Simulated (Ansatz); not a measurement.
**Molecular dynamics, with input and output: C2H3FSSi**

The run: molecular dynamics of C2H3FSSi. Method and program: RKS BLYP/def2-SVP (Ansatz 0.2.0).

The geometry comes from this level: PBE0-D4/def2-TZVP. Figures and captions count atoms from 1; the log counts them from 0 in places.

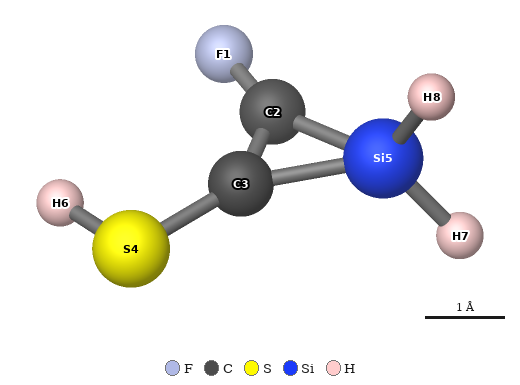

The starting structure (ball-and-stick view, seen at a tilt; atoms are numbered from 1 in the order of the input). Bond lengths as drawn: C–C 1.33 Å, C–F 1.32 Å, C–S 1.72 Å, C–Si 1.79 to 1.83 Å, H–S 1.35 Å and H–Si 1.48 Å.

**Input file**
```yaml
crystal:
  periodic: [false, false, false]
  atoms:
    - {symbol: F, position_ang: [1.510910, 1.594258, 0.025514]}
    - {symbol: C, position_ang: [0.798701, 0.479109, 0.022444]}
    - {symbol: C, position_ang: [-0.501895, 0.209497, -0.044749]}
    - {symbol: S, position_ang: [-2.043580, 0.954626, -0.161535]}
    - {symbol: Si, position_ang: [0.547405, -1.289822, 0.069284]}
    - {symbol: H, position_ang: [-1.624981, 2.233968, -0.181428]}
    - {symbol: H, position_ang: [0.774408, -2.161738, -1.109936]}
    - {symbol: H, position_ang: [0.631030, -2.076898, 1.324606]}
basis:
  gaussian: {orbitals: def2-SVP}
hamiltonian: {xc: {name: BLYP}}
md: {timestep: 2 fs, n_steps: 30, ensemble: nve, temperature: 500, initial_velocities: maxwell_boltzmann, seed: 182}
```

Machine: 2 threads of Arm Neoverse V1, 23 GiB of memory available, shared host.

Command:
```bash
ansatz run in.yaml --threads 2 --pin off --events-out ev --progress --plain --max-ram 4352MiB
```

**What the program printed**
```
Functional definition: BLYP
  name "BLYP"
  cite "Becke, Phys. Rev. A 38, 3098 (1988) doi:10.1103/PhysRevA.38.3098"
  cite "Lee, Yang & Parr, Phys. Rev. B 37, 785 (1988) doi:10.1103/PhysRevB.37.785"
  parameter beta = 0.0042
  parameter a = 0.04918
  parameter b = 0.132
  parameter c = 0.2533
  parameter d = 0.349
  exchange = b88_x(beta = beta)
  correlation = lyp_c(a = a, b = b, c = c, d = d)
1039 factors; their error is unknown
mean field evaluation 1: about -23531.3093 eV, gradient 5.6e1 eV
mean field evaluation 2: about -23503.9574 eV, gradient 1.1e2 eV
mean field evaluation 4: about -23539.4315 eV, gradient 7.0e0 eV
mean field evaluation 8: about -23539.5401 eV, gradient 6.6e-2 eV
mean field evaluation 16: about -23539.4589 eV, gradient 3.6e-5 eV
mean field -23539.45891569 eV, -865.0591595332 hartree, gradient 3.6e-5 eV, S^2 0.000000; 0 other end points of the search recorded, 0 dependent functions left out
the calculation of the forces begins
reference -23539.45922332 eV, -865.0591708386 hartree; 27, 27 occupied and 66, 66 virtual orbitals, 1039 factors
md step     0: t =     0.00 fs  T =   500.0 K  F+E_penalty+E_count = -23539.45891569 eV  E_kin = 0.387780 eV  conserved = -23539.07113569 eV  (28 SCF iters)
these checks for a lower state are left out or cut short: starts, cluster_reference, orbital_swaps, neighbouring_geometries, increment
1039 factors; their error is unknown
mean field -23539.43590630 eV, -865.0583139539 hartree, gradient 1.0e-5 eV, S^2 0.000000; 0 other end points of the search recorded, 0 dependent functions left out
the calculation of the forces begins
reference -23539.43621454 eV, -865.0583252814 hartree; 27, 27 occupied and 66, 66 virtual orbitals, 1039 factors
md step     1: t =     2.00 fs  T =   485.9 K  F+E_penalty+E_count = -23539.43590630 eV  E_kin = 0.376851 eV  conserved = -23539.05905509 eV  (30 SCF iters)
[... from here on the SCF iterations and repeated set-up lines of each step are left out, up to the last step ...]
md step     2: t =     4.00 fs  T =   404.3 K  F+E_penalty+E_count = -23539.36106678 eV  E_kin = 0.313579 eV  conserved = -23539.04748743 eV  (31 SCF iters)
md step     3: t =     6.00 fs  T =   450.9 K  F+E_penalty+E_count = -23539.40479169 eV  E_kin = 0.349693 eV  conserved = -23539.05509819 eV  (31 SCF iters)
md step     4: t =     8.00 fs  T =   492.5 K  F+E_penalty+E_count = -23539.45223702 eV  E_kin = 0.381969 eV  conserved = -23539.07026758 eV  (31 SCF iters)
md step     5: t =    10.00 fs  T =   365.1 K  F+E_penalty+E_count = -23539.33218526 eV  E_kin = 0.283131 eV  conserved = -23539.04905407 eV  (31 SCF iters)
md step     6: t =    12.00 fs  T =   321.6 K  F+E_penalty+E_count = -23539.30498972 eV  E_kin = 0.249457 eV  conserved = -23539.05553291 eV  (33 SCF iters)
md step     7: t =    14.00 fs  T =   335.9 K  F+E_penalty+E_count = -23539.32419107 eV  E_kin = 0.260503 eV  conserved = -23539.06368782 eV  (31 SCF iters)
md step     8: t =    16.00 fs  T =   252.7 K  F+E_penalty+E_count = -23539.24990788 eV  E_kin = 0.195984 eV  conserved = -23539.05392349 eV  (32 SCF iters)
md step     9: t =    18.00 fs  T =   199.8 K  F+E_penalty+E_count = -23539.20546279 eV  E_kin = 0.154947 eV  conserved = -23539.05051573 eV  (33 SCF iters)
md step    10: t =    20.00 fs  T =   223.5 K  F+E_penalty+E_count = -23539.23426070 eV  E_kin = 0.173356 eV  conserved = -23539.06090421 eV  (33 SCF iters)
md step    11: t =    22.00 fs  T =   191.4 K  F+E_penalty+E_count = -23539.20494430 eV  E_kin = 0.148445 eV  conserved = -23539.05649957 eV  (32 SCF iters)
md step    12: t =    24.00 fs  T =   197.9 K  F+E_penalty+E_count = -23539.20448950 eV  E_kin = 0.153454 eV  conserved = -23539.05103573 eV  (31 SCF iters)
md step    13: t =    26.00 fs  T =   275.3 K  F+E_penalty+E_count = -23539.27838609 eV  E_kin = 0.213527 eV  conserved = -23539.06485889 eV  (31 SCF iters)
md step    14: t =    28.00 fs  T =   267.5 K  F+E_penalty+E_count = -23539.25950305 eV  E_kin = 0.207465 eV  conserved = -23539.05203766 eV  (31 SCF iters)
md step    15: t =    30.00 fs  T =   303.1 K  F+E_penalty+E_count = -23539.28867847 eV  E_kin = 0.235087 eV  conserved = -23539.05359177 eV  (33 SCF iters)
md step    16: t =    32.00 fs  T =   382.6 K  F+E_penalty+E_count = -23539.35757267 eV  E_kin = 0.296719 eV  conserved = -23539.06085334 eV  (32 SCF iters)
md step    17: t =    34.00 fs  T =   371.1 K  F+E_penalty+E_count = -23539.35095753 eV  E_kin = 0.287832 eV  conserved = -23539.06312527 eV  (29 SCF iters)
md step    18: t =    36.00 fs  T =   316.6 K  F+E_penalty+E_count = -23539.28774261 eV  E_kin = 0.245577 eV  conserved = -23539.04216584 eV  (31 SCF iters)
md step    19: t =    38.00 fs  T =   409.7 K  F+E_penalty+E_count = -23539.38526585 eV  E_kin = 0.317720 eV  conserved = -23539.06754604 eV  (33 SCF iters)
md step    20: t =    40.00 fs  T =   388.8 K  F+E_penalty+E_count = -23539.36462959 eV  E_kin = 0.301536 eV  conserved = -23539.06309342 eV  (31 SCF iters)
md step    21: t =    42.00 fs  T =   261.2 K  F+E_penalty+E_count = -23539.24917473 eV  E_kin = 0.202598 eV  conserved = -23539.04657710 eV  (32 SCF iters)
md step    22: t =    44.00 fs  T =   272.1 K  F+E_penalty+E_count = -23539.26475011 eV  E_kin = 0.211043 eV  conserved = -23539.05370699 eV  (31 SCF iters)
md step    23: t =    46.00 fs  T =   319.3 K  F+E_penalty+E_count = -23539.31627157 eV  E_kin = 0.247603 eV  conserved = -23539.06866852 eV  (31 SCF iters)
md step    24: t =    48.00 fs  T =   213.6 K  F+E_penalty+E_count = -23539.21692647 eV  E_kin = 0.165655 eV  conserved = -23539.05127182 eV  (31 SCF iters)
md step    25: t =    50.00 fs  T =   181.3 K  F+E_penalty+E_count = -23539.19358231 eV  E_kin = 0.140575 eV  conserved = -23539.05300698 eV  (32 SCF iters)
md step    26: t =    52.00 fs  T =   227.8 K  F+E_penalty+E_count = -23539.24075931 eV  E_kin = 0.176667 eV  conserved = -23539.06409189 eV  (31 SCF iters)
md step    27: t =    54.00 fs  T =   174.3 K  F+E_penalty+E_count = -23539.19029825 eV  E_kin = 0.135200 eV  conserved = -23539.05509799 eV  (31 SCF iters)
md step    28: t =    56.00 fs  T =   137.1 K  F+E_penalty+E_count = -23539.15595369 eV  E_kin = 0.106338 eV  conserved = -23539.04961522 eV  (31 SCF iters)
md step    29: t =    58.00 fs  T =   208.5 K  F+E_penalty+E_count = -23539.21932193 eV  E_kin = 0.161735 eV  conserved = -23539.05758680 eV  (31 SCF iters)
these checks for a lower state are left out or cut short: starts, cluster_reference, orbital_swaps, neighbouring_geometries, increment
1039 factors; their error is unknown
mean field -23539.25880939 eV, -865.0518057624 hartree, gradient 9.8e-6 eV, S^2 0.000000; 0 other end points of the search recorded, 0 dependent functions left out
the calculation of the forces begins
reference -23539.25911366 eV, -865.0518169442 hartree; 27, 27 occupied and 66, 66 virtual orbitals, 1039 factors
1039 factors; their error is unknown
mean field evaluation 256: about -23539.3354 eV, gradient 2.5e-1 eV
mean field -23539.25880939 eV, -865.0518057624 hartree, gradient 1.0e-5 eV, S^2 0.000000; 1 other end points of the search recorded, 0 dependent functions left out
the calculation of the forces begins
reference -23539.25911366 eV, -865.0518169442 hartree; 27, 27 occupied and 66, 66 virtual orbitals, 1039 factors
md step    30: t =    60.00 fs  T =   247.2 K  F+E_penalty+E_count = -23539.25880939 eV  E_kin = 0.191740 eV  conserved = -23539.06706976 eV  (30 SCF iters)
```

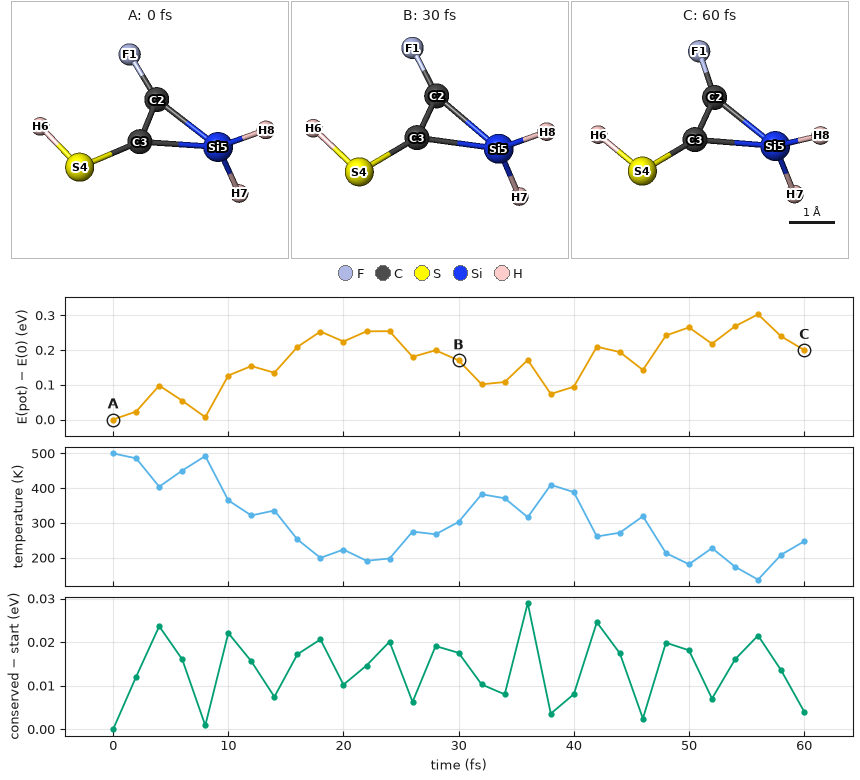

Frames of the molecular dynamics (ball-and-stick, seen at a tilt) above the curves, on which the letters mark them. The trajectory kept here has 31 frames over 60 fs. The temperature starts at 500 K, ranges from 137 to 500 K and averages 276 K over the second half. The potential energy ends 0.200 eV above its first value. The conserved quantity stays within 0.029 eV. After an unweighted best fit of the last frame on the first, the root-mean-square displacement is 0.16 Å, and F1 has moved furthest (0.30 Å).

```
Total energy: -23539.25911366 eV, -865.0518169442 hartree
Atom 0 at     1.724015     1.493750     0.033392 Å, force     0.164950     1.307235     0.072039 eV/Å
Atom 1 at     0.780874     0.567158     0.047299 Å, force     1.614929    -0.661993    -0.048869 eV/Å
Atom 2 at    -0.516639     0.342688    -0.073524 Å, force    -0.233411    -0.692228     0.199246 eV/Å
Atom 3 at    -2.120818     0.854833    -0.158239 Å, force    -1.385852    -0.108805    -0.158690 eV/Å
Atom 4 at     0.524249    -1.205144     0.064759 Å, force    -0.268736    -0.521105    -0.157174 eV/Å
Atom 5 at    -1.880216     2.164500    -0.197164 Å, force    -0.029761     1.046895    -0.051440 eV/Å
Atom 6 at     0.699076    -2.061961    -1.127797 Å, force     0.070860    -0.181701    -0.319787 eV/Å
Atom 7 at     0.434959    -2.034431     1.277683 Å, force     0.067021    -0.188299     0.464675 eV/Å
Dipole moment:    -0.104251     0.032446     0.001736 e Å
```

**Trajectory as extended XYZ (Å, eV, eV/Å), 12 of the 31 frames kept, from step=0 to step=30**
```
8
Properties=species:S:1:pos:R:3:forces:R:3 step=0 time_fs=0.0 energy=-23539.45892 temperature=500.0
F     1.5109    1.5943    0.0255    0.5863   0.7867   0.0071
C     0.7987    0.4791    0.0224    0.6852   0.2392   0.0320
C    -0.5019    0.2095   -0.0447   -0.7475  -0.0990  -0.0406
S    -2.0436    0.9546   -0.1615   -0.9729  -0.1965  -0.0504
Si    0.5474   -1.2898    0.0693    0.2261  -0.9233   0.0455
H    -1.6250    2.2340   -0.1814    0.1732   0.5557  -0.0092
H     0.7744   -2.1617   -1.1099    0.0382  -0.1892  -0.2191
H     0.6310   -2.0769    1.3246    0.0115  -0.1735   0.2348
8
Properties=species:S:1:pos:R:3:forces:R:3 step=3 time_fs=6.0 energy=-23539.40479 temperature=450.9
F     1.5625    1.6224    0.0361    0.0843   0.1837  -0.1392
C     0.8231    0.5106   -0.0167    0.5656  -0.5819   0.4725
C    -0.4805    0.2129   -0.0107   -1.1597   0.7373  -0.4575
S    -2.0767    0.9450   -0.1674    0.2426   1.0189   0.1115
Si    0.5401   -1.3130    0.0698    0.2624  -0.6256   0.5921
H    -1.7208    2.3328   -0.1768   -0.1461  -1.2345   0.0267
H     0.7129   -2.1853   -1.1512    0.0259   0.0442   0.2175
H     0.5276   -2.1459    1.3938    0.1251   0.4580  -0.8235
8
Properties=species:S:1:pos:R:3:forces:R:3 step=5 time_fs=10.0 energy=-23539.33218 temperature=365.1
F     1.5984    1.6436    0.0419   -0.1848  -0.2829  -0.2146
C     0.8497    0.5242   -0.0359   -0.8297  -0.9309   0.7137
C    -0.4852    0.2254    0.0054    0.4683   0.7729  -0.6294
S    -2.0980    0.9438   -0.1707   -0.4288  -2.3733   0.1731
Si    0.5370   -1.3329    0.0739    0.0010   1.0883  -0.8349
H    -1.8083    2.2037   -0.1689    0.7355   2.0605   0.0304
H     0.6780   -2.2015   -1.1524    0.0731   0.0540   0.1919
H     0.4786   -2.1177    1.3055    0.1654  -0.3887   0.5697
8
Properties=species:S:1:pos:R:3:forces:R:3 step=8 time_fs=16.0 energy=-23539.24991 temperature=252.7
F     1.6481    1.6693    0.0473   -0.7982  -1.2643  -0.3012
C     0.8697    0.5245   -0.0470   -0.7435  -0.1800   0.8737
C    -0.4801    0.2608    0.0139    0.6901   0.0977  -0.7391
S    -2.1312    0.9288   -0.1741    1.1249   1.3148   0.2889
Si    0.5321   -1.3504    0.0725   -0.2790   1.4932   0.2331
H    -1.7982    2.3433   -0.1494   -0.3151  -1.5172  -0.0188
H     0.6494   -2.2221   -1.1221    0.1214  -0.1160  -0.2059
H     0.4511   -2.1812    1.3332    0.1996   0.1718  -0.1308
8
Properties=species:S:1:pos:R:3:forces:R:3 step=11 time_fs=22.0 energy=-23539.20494 temperature=191.4
F     1.6838    1.6728    0.0472   -1.0904  -1.6614  -0.2885
C     0.8715    0.5196   -0.0336    0.6780   0.6419   0.7273
C    -0.4589    0.2985    0.0017   -0.7272  -0.7465  -0.5822
S    -2.1541    0.9208   -0.1745    0.8652  -1.6503   0.2205
Si    0.5242   -1.3498    0.0714   -0.1979   0.9884   0.2513
H    -1.8392    2.1905   -0.1332    0.3004   1.6147   0.0360
H     0.6584   -2.2606   -1.1320    0.0381   0.2747   0.1733
H     0.4876   -2.2113    1.3563    0.1338   0.5385  -0.5377
8
Properties=species:S:1:pos:R:3:forces:R:3 step=14 time_fs=28.0 energy=-23539.25950 temperature=267.5
F     1.7004    1.6472    0.0421   -0.7310  -1.0613  -0.1177
C     0.8870    0.5300    0.0003   -0.1796   0.0670   0.2810
C    -0.4541    0.3168   -0.0269   -0.3955  -0.7497  -0.2351
S    -2.1657    0.9040   -0.1723    1.6572   1.2933   0.2394
Si    0.5139   -1.3344    0.0714    0.0014   2.2033  -0.9651
H    -1.8467    2.3040   -0.1123   -0.4228  -1.2483  -0.0807
H     0.6829   -2.2267   -1.1093    0.0259   0.0174  -0.1880
H     0.5701   -2.1132    1.2775    0.0444  -0.5216   1.0662
8
Properties=species:S:1:pos:R:3:forces:R:3 step=16 time_fs=32.0 energy=-23539.35757 temperature=382.6
F     1.7037    1.6187    0.0373   -0.2051  -0.2256   0.0083
C     0.8967    0.5394    0.0282   -1.3295  -0.7386  -0.1254
C    -0.4585    0.3167   -0.0504    0.2651  -0.3636   0.0767
S    -2.1647    0.8960   -0.1696    1.2992   0.9452   0.1332
Si    0.5070   -1.3107    0.0663    0.3162   1.1057   0.6504
H    -1.8965    2.2856   -0.1078   -0.2236  -0.9337  -0.0646
H     0.7038   -2.1903   -1.1156    0.0039  -0.0982  -0.1745
H     0.6330   -2.1115    1.3725   -0.1263   0.3086  -0.5041
8
Properties=species:S:1:pos:R:3:forces:R:3 step=19 time_fs=38.0 energy=-23539.38527 temperature=409.7
F     1.7062    1.5740    0.0304    0.1619   0.4688   0.1372
C     0.8797    0.5352    0.0658   -1.0213  -0.6312  -0.5717
C    -0.4601    0.3101   -0.0828   -0.3013   0.3777   0.4347
S    -2.1532    0.8855   -0.1647    0.4539  -0.9988  -0.0837
Si    0.5005   -1.2655    0.0644    0.7066  -0.3046   0.1694
H    -1.9892    2.2084   -0.1099    0.3167   0.8767   0.0119
H     0.7312   -2.1488   -1.1492   -0.1007   0.1321   0.2829
H     0.6860   -2.0275    1.3712   -0.2158   0.0792  -0.3808
8
Properties=species:S:1:pos:R:3:forces:R:3 step=22 time_fs=44.0 energy=-23539.26475 temperature=272.1
F     1.7106    1.5363    0.0261   -0.1801   0.2753   0.2425
C     0.8376    0.5171    0.0876    0.9322   1.0853  -0.7305
C    -0.4722    0.3131   -0.1033   -1.3808   0.5749   0.5274
S    -2.1362    0.8684   -0.1605    0.2030   1.3627  -0.1000
Si    0.5019   -1.2226    0.0635    0.4688  -1.0965  -0.3986
H    -1.9916    2.3028   -0.1129    0.0630  -1.3430  -0.0812
H     0.7306   -2.0830   -1.1199   -0.0038  -0.2340  -0.2520
H     0.6760   -1.9497    1.3038   -0.1022  -0.6247   0.7924
8
Properties=species:S:1:pos:R:3:forces:R:3 step=25 time_fs=50.0 energy=-23539.19358 temperature=181.3
F     1.7127    1.5050    0.0259    0.0864   0.8336   0.2203
C     0.8150    0.5255    0.0884    0.1198   0.8704  -0.7602
C    -0.5150    0.3304   -0.1081    0.9952  -0.1712   0.7176
S    -2.1187    0.8596   -0.1576   -1.4571  -1.0805  -0.2405
Si    0.5092   -1.1949    0.0604    0.1878  -2.6354   0.8913
H    -1.9508    2.1565   -0.1376    0.2785   1.7331  -0.0135
H     0.7238   -2.0753   -1.1429   -0.0269   0.0042   0.1091
H     0.6222   -2.0196    1.3976   -0.1836   0.4458  -0.9241
8
Properties=species:S:1:pos:R:3:forces:R:3 step=27 time_fs=54.0 energy=-23539.19030 temperature=174.3
F     1.7145    1.4918    0.0281    0.4769   1.4501   0.1354
C     0.8044    0.5459    0.0769   -0.5890  -0.3498  -0.5725
C    -0.5335    0.3410   -0.1002    2.1434  -0.5772   0.6797
S    -2.1143    0.8501   -0.1570   -1.4926   2.3740  -0.2278
Si    0.5156   -1.1932    0.0636   -0.0745  -1.6812  -0.2080
H    -1.8819    2.2822   -0.1575   -0.3858  -1.3313  -0.0414
H     0.7160   -2.0802   -1.1538   -0.0368   0.1463   0.2451
H     0.5518   -2.0066    1.3240   -0.0416  -0.0309  -0.0103
8
Properties=species:S:1:pos:R:3:forces:R:3 step=30 time_fs=60.0 energy=-23539.25881 temperature=247.2
F     1.7240    1.4937    0.0334    0.1650   1.3072   0.0720
C     0.7809    0.5672    0.0473    1.6149  -0.6620  -0.0489
C    -0.5166    0.3427   -0.0735   -0.2334  -0.6922   0.1992
S    -2.1208    0.8548   -0.1582   -1.3859  -0.1088  -0.1587
Si    0.5242   -1.2051    0.0648   -0.2687  -0.5211  -0.1572
H    -1.8802    2.1645   -0.1972   -0.0298   1.0469  -0.0514
H     0.6991   -2.0620   -1.1278    0.0709  -0.1817  -0.3198
H     0.4350   -2.0344    1.2777    0.0670  -0.1883   0.4647
```

**Key numbers**

- outcome: finished
- mean temperature over the second half: 276 K
- trajectory: 30 steps, 60 fs
- ensemble: nve
- temperature in the input: 500 K
- time step: 2 fs
- potential energy (last step): −23539.2591 eV
- SCF solution under orbital rotations (last step): stable
- largest force (length of the vector) (last step): 1.746 eV/Å
- dipole moment (last step): 0.52 D
- wall time: 48 s (CPU time 93 s)
- peak memory: 0.12 GiB

So short a trajectory is not equilibrated.
